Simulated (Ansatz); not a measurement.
# Geometry relaxation of Si₂H₃ClF (charge +1) (part 2 of 2)

Continued. System: Si₂H₃ClF, charge +1, SMILES F[SiH]([SiH2+])Cl. Method: RKS B3LYP/def2-SVP (Ansatz 0.2.0). It belongs to a series of runs on one base structure; here: start relaxed.

**Trajectory as extended XYZ, continued**
```
7
Properties=species:S:1:pos:R:3:forces:R:3 step=6 energy=-31027.32718
F    -1.7306   -0.7194    0.6685   -0.0450  -0.0380   0.0490
Si   -0.9833    0.1661   -0.4495    0.0221   0.0425  -0.0368
Si    1.2058   -0.0216    0.5650   -0.0380   0.0176   0.0084
Cl   -0.8922   -0.7404   -2.2495    0.0238  -0.0124  -0.0251
H    -1.4373    1.5659   -0.4672    0.0020  -0.0061   0.0094
H     1.5521    0.6805    1.8265    0.0281   0.0299   0.0317
H     2.2855   -0.9312    0.1062    0.0070  -0.0335  -0.0366
7
Properties=species:S:1:pos:R:3:forces:R:3 step=8 energy=-31027.33041
F    -1.7286   -0.7551    0.6495   -0.0292  -0.0066  -0.0038
Si   -0.9859    0.1625   -0.4479    0.0010   0.0290   0.0385
Si    1.1977   -0.0146    0.5798    0.0114   0.0096  -0.0377
Cl   -0.8657   -0.7080   -2.2649    0.0300  -0.0020   0.0018
H    -1.4560    1.5571   -0.4430   -0.0129  -0.0138   0.0018
H     1.6056    0.7397    1.7948   -0.0029   0.0058  -0.0031
H     2.2329   -0.9816    0.1317    0.0026  -0.0221   0.0026
7
Properties=species:S:1:pos:R:3:forces:R:3 step=10 energy=-31027.33564
F    -1.7517   -0.8124    0.6123    0.0279   0.0659  -0.0772
Si   -0.9976    0.1627   -0.4288   -0.0283  -0.0742   0.0788
Si    1.1904   -0.0117    0.5863    0.1357   0.0218   0.0637
Cl   -0.7850   -0.6465   -2.2695    0.0020   0.0179   0.0101
H    -1.5073    1.5430   -0.3942   -0.0025  -0.0212   0.0031
H     1.6913    0.8385    1.7114   -0.0451  -0.0936  -0.1305
H     2.1599   -1.0736    0.1825   -0.0897   0.0835   0.0520
7
Properties=species:S:1:pos:R:3:forces:R:3 step=12 energy=-31027.34365
F    -1.8146   -0.9101    0.5308    0.1039   0.1762  -0.1940
Si   -1.0193    0.1515   -0.3901   -0.0701  -0.2376   0.1781
Si    1.1702   -0.0258    0.6116    0.2769   0.2123   0.1155
Cl   -0.6482   -0.5245   -2.2690   -0.0223   0.0516   0.0708
H    -1.5682    1.5137   -0.2954   -0.0039  -0.0238  -0.0154
H     1.8347    0.9941    1.5068   -0.1663  -0.2879  -0.2373
H     2.0453   -1.1990    0.3053   -0.1182   0.1092   0.0822
7
Properties=species:S:1:pos:R:3:forces:R:3 step=13 energy=-31027.35411
F    -1.8075   -0.9497    0.4963    0.1197   0.1853  -0.1637
Si   -1.0193    0.1513   -0.3822   -0.1224  -0.2028   0.1845
Si    1.1740   -0.0223    0.6067    0.2267   0.1604   0.1590
Cl   -0.6314   -0.4634   -2.2764    0.0200   0.0170  -0.0021
H    -1.5994    1.4992   -0.2628    0.0206  -0.0296   0.0098
H     1.8801    1.0329    1.4205   -0.1528  -0.2463  -0.2181
H     2.0036   -1.2480    0.3980   -0.1118   0.1160   0.0306
7
Properties=species:S:1:pos:R:3:forces:R:3 step=15 energy=-31027.38894
F    -1.8547   -1.0641    0.3807    0.2469   0.3689  -0.2508
Si   -1.0422    0.1452   -0.3205   -0.2644  -0.3113   0.3385
Si    1.1523   -0.0230    0.6287    0.3481   0.0781   0.0547
Cl   -0.4476   -0.2859   -2.2252    0.0772   0.0084   0.0283
H    -1.7020    1.4527   -0.1515    0.0415  -0.0695  -0.0008
H     2.0345    1.1258    1.0756   -0.2805  -0.3724  -0.1906
H     1.8597   -1.3507    0.6121   -0.1688   0.2979   0.0206
7
Properties=species:S:1:pos:R:3:forces:R:3 step=17 energy=-31027.50050
F    -1.9430   -1.1220    0.2787    0.3990   0.5144  -0.2384
Si   -1.0667    0.1532   -0.1935   -0.5984  -0.4495   0.3936
Si    1.1219   -0.0398    0.6228    0.1692   0.2172  -0.2069
Cl   -0.1474   -0.1520   -2.0272    0.2278  -0.0167   0.0842
H    -1.8116    1.4205   -0.0964    0.0714  -0.0413   0.0139
H     2.0784    1.1133    0.7212   -0.2213  -0.2091  -0.0662
H     1.7684   -1.3733    0.6945   -0.0476  -0.0151   0.0198
7
Properties=species:S:1:pos:R:3:forces:R:3 step=19 energy=-31027.69499
F    -2.0083   -1.1407    0.2288    0.4985   0.6538  -0.2071
Si   -1.0972    0.1691   -0.0414   -0.8880  -0.5092   0.3249
Si    1.1000   -0.0447    0.5061    0.2295  -0.1742  -0.2630
Cl    0.1557   -0.1133   -1.7840    0.1454   0.0129   0.1853
H    -1.8799    1.4197   -0.0915    0.0821  -0.0908  -0.0644
H     2.0312    1.0985    0.5231   -0.0049   0.1305  -0.0145
H     1.6984   -1.3887    0.6590   -0.0627  -0.0230   0.0387
7
Properties=species:S:1:pos:R:3:forces:R:3 step=21 energy=-31027.74639
F    -2.0361   -1.1445    0.2016    0.5128   0.6907  -0.0617
Si   -1.1192    0.1801    0.0527   -0.4303  -0.6572   0.0135
Si    1.1321   -0.0654    0.4282   -0.1179  -0.0447  -0.1743
Cl    0.2202   -0.0831   -1.7313    0.0682  -0.0207   0.2328
H    -1.9088    1.4141   -0.1182    0.0571  -0.0382   0.0275
H     2.0225    1.1140    0.4829   -0.0330  -0.0103   0.0073
H     1.6893   -1.4153    0.6842   -0.0569   0.0805  -0.0451
7
Properties=species:S:1:pos:R:3:forces:R:3 step=22 energy=-31027.75244
F    -2.0034   -1.1338    0.2005   -0.4721  -0.4928   0.0339
Si   -1.1305    0.1711    0.0512    0.4828   0.5716   0.1126
Si    1.1153   -0.0735    0.4019   -0.0333   0.0418   0.1089
Cl    0.2294   -0.1126   -1.7142    0.0484   0.0123  -0.1504
H    -1.8751    1.4363   -0.1039   -0.0298  -0.1288  -0.0369
H     1.9774    1.1218    0.4960    0.0232   0.0004  -0.0379
H     1.6869   -1.4093    0.6685   -0.0193  -0.0044  -0.0302
7
Properties=species:S:1:pos:R:3:forces:R:3 step=24 energy=-31027.76412
F    -2.0269   -1.1334    0.2058    0.0315   0.0526   0.0042
Si   -1.1225    0.1737    0.0698   -0.0387  -0.0318   0.0038
Si    1.1252   -0.0669    0.4045   -0.0137  -0.0082  -0.0040
Cl    0.2394   -0.0962   -1.7132    0.0310  -0.0038  -0.0004
H    -1.8921    1.4143   -0.1227    0.0008  -0.0163   0.0102
H     1.9994    1.1207    0.4919   -0.0041  -0.0021  -0.0044
H     1.6774   -1.4124    0.6639   -0.0069   0.0096  -0.0095
7
Properties=species:S:1:pos:R:3:forces:R:3 step=26 energy=-31027.76436
F    -2.0262   -1.1313    0.2095   -0.0022  -0.0008   0.0013
Si   -1.1229    0.1743    0.0716    0.0040   0.0034  -0.0037
Si    1.1243   -0.0671    0.4021    0.0019  -0.0016  -0.0033
Cl    0.2471   -0.0967   -1.7131   -0.0012   0.0011   0.0024
H    -1.8942    1.4128   -0.1229   -0.0009  -0.0030   0.0008
H     1.9974    1.1207    0.4923   -0.0003  -0.0004   0.0013
H     1.6746   -1.4128    0.6607   -0.0012   0.0013   0.0013
```

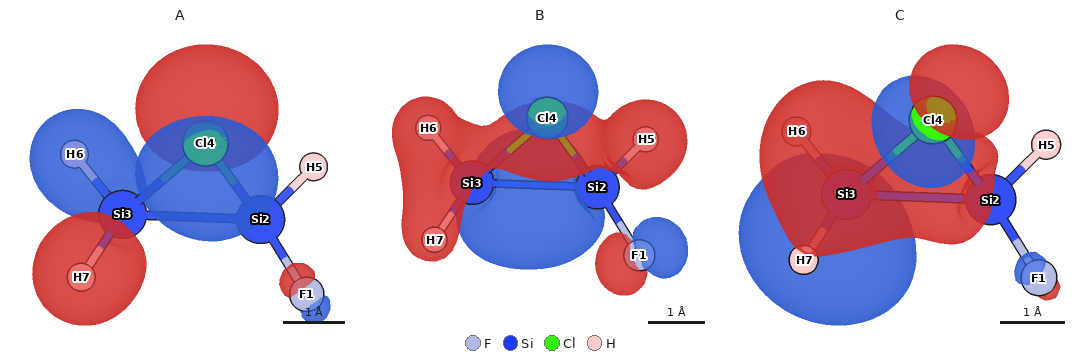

*Three frontier orbitals at ±0.1 Å⁻³ᐟ² (red and blue are the two phases).*

A is the HOMO−1 (−15.08 eV). B is the HOMO (−14.09 eV). Its weight (Hirshfeld) is mainly on Si3 (30 %), Si2 (30 %) and Cl4 (20 %). C is the LUMO (−7.28 eV). Its weight (Hirshfeld) is mainly on Si3 (60 %), Cl4 (20 %) and Si2 (10 %). The HOMO–LUMO gap is 6.81 eV between the orbital energies.

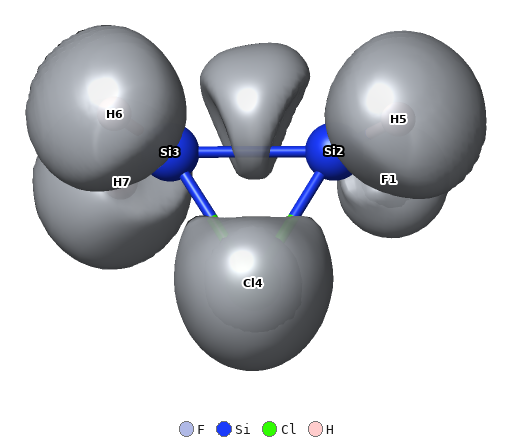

*Isosurface of the ELF at 0.75 (grey), seen from the side. Only the valence region is drawn (cores and ρ < 0.01 e/Å³ removed).*

Values along the shortest contacts: Si–F (1.59 Å): the ELF peaks at about 0.85 between the atoms.

The run was set up as follows.

**Input**
```yaml
crystal:
  periodic: [false, false, false]
  atoms:
    - { symbol: F, position_ang: [-1.73947, -0.58097, 0.63992] }
    - { symbol: Si, position_ang: [-0.9388, 0.16489, -0.53205] }
    - { symbol: Si, position_ang: [1.21001, 0.00434, 0.55148] }
    - { symbol: Cl, position_ang: [-1.06254, -0.86774, -2.20265] }
    - { symbol: H, position_ang: [-1.38741, 1.54614, -0.48809] }
    - { symbol: H, position_ang: [1.5077, 0.45493, 1.92072] }
    - { symbol: H, position_ang: [2.41052, -0.72159, 0.11068] }
total_charge: 1
basis:
  gaussian: { orbitals: def2-SVP }
hamiltonian:
  xc: b3lyp
relax:
  f_tol: 0.02
  max_steps: 40
output:
  orbitals: {}
```

Launched with:
```bash
ansatz run input.yaml --threads 1 --pin off --max-ram 2048MiB --backend cpu --events-out ev --progress --plain --runs-dir out
```

**Results in brief**

| quantity | value |
| --- | --- |
| outcome | converged |
| total energy | −31027.7646 eV |
| mean-field energy | −31027.7646 eV |
| largest force (length of the vector) at the end | 0.006 eV/Å |
| hardware | 1 thread of Arm Neoverse N1, 16 GiB of memory available, shared host |
| wall time | 2.3 min |
| peak memory | 0.17 GiB |
